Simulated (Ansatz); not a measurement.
## Run report: AlH$_{4}$OF, phonon calculation

System: AlH$_{4}$OF.
Method: RKS PBE0-D4/def2-SVP (Ansatz 0.2.0).

Figures and captions count atoms from 1; the log counts them from 0 in places.

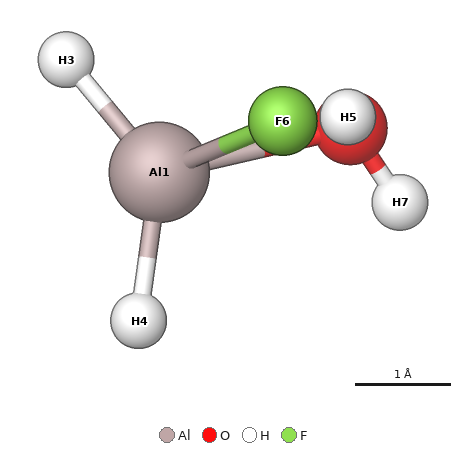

Fig. 1: The structure (ball-and-stick view, seen at a tilt; atoms are numbered from 1 in the order of the input). Sticks mark near contacts.

## The input
```yaml
crystal:
  periodic: [false, false, false]
  atoms:
    - {symbol: Al, position_ang: [-0.445691, -0.817762, 0.218671]}
    - {symbol: O, position_ang: [1.114707, 0.506560, -0.523065]}
    - {symbol: H, position_ang: [-0.879694, -1.842613, -0.888169]}
    - {symbol: H, position_ang: [-0.338608, -0.953164, 1.785395]}
    - {symbol: H, position_ang: [0.020323, 1.154609, -0.493712]}
    - {symbol: F, position_ang: [-1.162913, 1.105478, -0.270587]}
    - {symbol: H, position_ang: [1.691877, 0.846892, 0.171666]}
basis:
  gaussian: {orbitals: def2-SVP}
hamiltonian: {xc: pbe0, dispersion: d4}
phonons: {}
scf: {lower_state_search: off}
```

Machine: 2 threads of Arm Neoverse V2, 23 GiB of memory available, shared host.

Launched with:
```bash
ansatz run in.yaml --threads 2 --pin off --events-out ev --progress --plain --max-ram 4352MiB
```

## Log
```
Functional definition: PBE0
  name "PBE0"
  cite "Adamo & Barone, J. Chem. Phys. 110, 6158 (1999) doi:10.1063/1.478522"
  cite "Perdew, Burke & Ernzerhof, Phys. Rev. Lett. 77, 3865 (1996) doi:10.1103/PhysRevLett.77.3865"
  parent pbe
  parameter a = 0.25
  parameter kappa = 0.804
  parameter beta = 0.06672455060314922
  exchange = (1 - a)*pbe_x(kappa = kappa, mu = beta*pi^2/3) + a*exact_x
  correlation = pbe_c(beta = beta)
these checks for a lower state are left out or cut short: stability, starts, cluster_reference, orbital_swaps, neighbouring_geometries, increment
673 factors; integrals over basis functions are off by at most 6.2e-4 eV
mean field evaluation 1: about -11409.0871 eV, gradient 4.9e1 eV
mean field evaluation 2: about -11402.3110 eV, gradient 7.7e1 eV
mean field evaluation 4: about -11413.1876 eV, gradient 4.4e0 eV
mean field evaluation 8: about -11413.2289 eV, gradient 4.7e-2 eV
mean field evaluation 16: about -11413.2289 eV, gradient 3.4e-6 eV
mean field -11413.22891555 eV, -419.4284264821 hartree, gradient 3.4e-6 eV, S^2 0.000000; 0 other end points of the search recorded, 0 dependent functions left out
the calculation of the forces begins
reference -11413.22894256 eV, -419.4284274748 hartree; 17, 17 occupied and 49, 49 virtual orbitals, 673 factors
these checks for a lower state are left out or cut short: stability, starts, cluster_reference, orbital_swaps, neighbouring_geometries, increment
673 factors; integrals over basis functions are off by at most 6.2e-4 eV
mean field -11413.23095141 eV, -419.4285012986 hartree, gradient 1.5e-6 eV, S^2 0.000000; 0 other end points of the search recorded, 0 dependent functions left out
[... from here on the field's lines of each further geometry are left out, up to the last ...]
the calculation of the forces begins
reference -11413.22888148 eV, -419.4284252301 hartree; 17, 17 occupied and 49, 49 virtual orbitals, 673 factors
these checks for a lower state are left out or cut short: stability, starts, cluster_reference, orbital_swaps, neighbouring_geometries, increment
673 factors; integrals over basis functions are off by at most 6.2e-4 eV
mean field evaluation 256: about -11413.2288 eV, gradient 7.7e-5 eV
mean field -11413.22880588 eV, -419.4284224518 hartree, gradient 2.4e-6 eV, S^2 0.000000; 0 other end points of the search recorded, 0 dependent functions left out
the calculation of the forces begins
reference -11413.22883289 eV, -419.4284234444 hartree; 17, 17 occupied and 49, 49 virtual orbitals, 673 factors
WARN: phonons: modes at or below zero, which the zero-point energy, F, S and C_V leave out: 1, the lowest at -977.98 cm⁻¹. A minimum has none, and a first-order saddle one
Total energy: -11413.29393645 eV, -419.4308159559 hartree
Atom 0 at    -0.445691    -0.817762     0.218671 Å, force     0.823092     2.841528    -1.079368 eV/Å
Atom 1 at     1.114707     0.506560    -0.523065 Å, force    -2.762578    -0.413918     0.706087 eV/Å
Atom 2 at    -0.879694    -1.842613    -0.888169 Å, force    -0.004204    -0.003664    -0.007555 eV/Å
Atom 3 at    -0.338608    -0.953164     1.785395 Å, force     0.002207     0.009912    -0.013442 eV/Å
Atom 4 at     0.020323     1.154609    -0.493712 Å, force     0.905441    -0.827048     0.042516 eV/Å
Atom 5 at    -1.162913     1.105478    -0.270587 Å, force     1.046936    -1.607829     0.341482 eV/Å
Atom 6 at     1.691877     0.846892     0.171666 Å, force    -0.010894     0.001020     0.010280 eV/Å
Dipole moment:     0.242493    -0.099950     0.288420 e Å
Vibrations: -977.98 288.61 362.30 409.36 480.82 542.91 606.75 690.68 756.45 768.84 1437.73 1696.07 1988.15 2026.66 3883.90 cm⁻¹, zero-point energy 0.988106 eV
Checks for a lower state left out: stability, starts, cluster_reference, orbital_swaps, neighbouring_geometries, increment
```

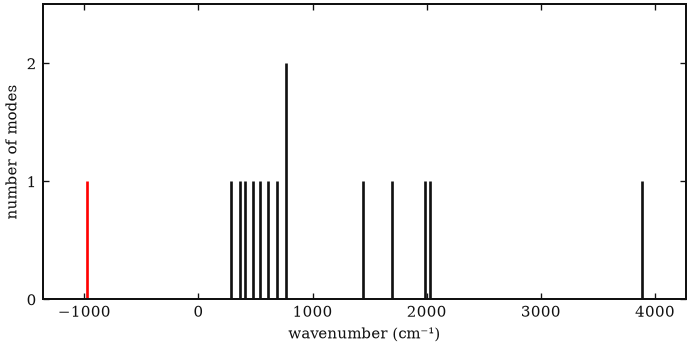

Fig. 2: Harmonic vibrational wavenumbers from the force constants; neighbouring modes closer than 22 cm⁻¹ are counted in one stick, and imaginary ones are drawn at negative wavenumbers. 15 modes from 978i to 3884 cm⁻¹, 1 imaginary beyond 8i (978i cm⁻¹): a first-order saddle point, if the geometry is stationary.

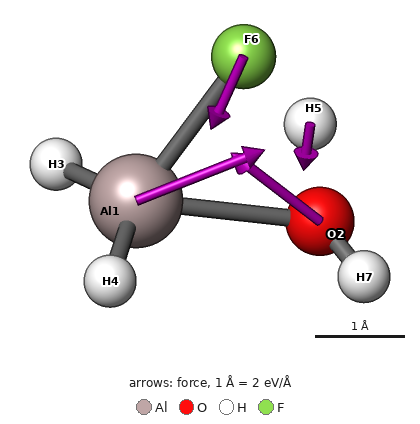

Fig. 3: Forces on the atoms as pink arrows (ball-and-stick view, seen at a tilt; atoms are numbered from 1 in the order of the input); the smallest are left out. The largest act on Al1 (3.15 eV/Å); O2 (2.88 eV/Å); F6 (1.95 eV/Å); H5 (1.23 eV/Å). The geometry is not a stationary point of this energy.

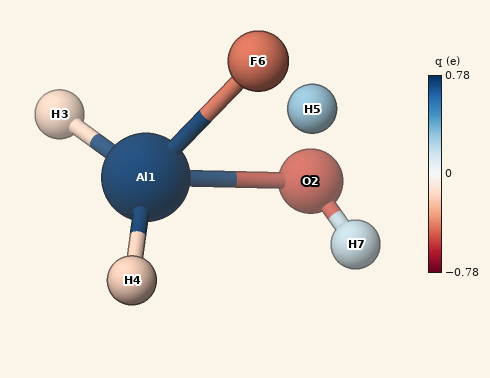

Fig. 4: Mulliken charges, as the colour of each atom (ball-and-stick view, seen at a tilt; atoms are numbered from 1 in the order of the input). By element: Al +0.74, O −0.50, H −0.18 to +0.32 and F −0.41 e.

## Key numbers

```json
{"quantity": "outcome", "value": "converged"}
{"quantity": "total energy", "value": "−11413.2939 eV"}
{"quantity": "mean-field energy", "value": "−11413.2289 eV"}
{"quantity": "dispersion energy", "value": "−0.0650 eV"}
{"quantity": "largest force (length of the vector)", "value": "3.149 eV/Å"}
{"quantity": "dipole moment", "value": "1.87 D"}
{"quantity": "wall time", "value": "22 s (CPU time 41 s)"}
{"quantity": "peak memory", "value": "0.1 GiB"}
```
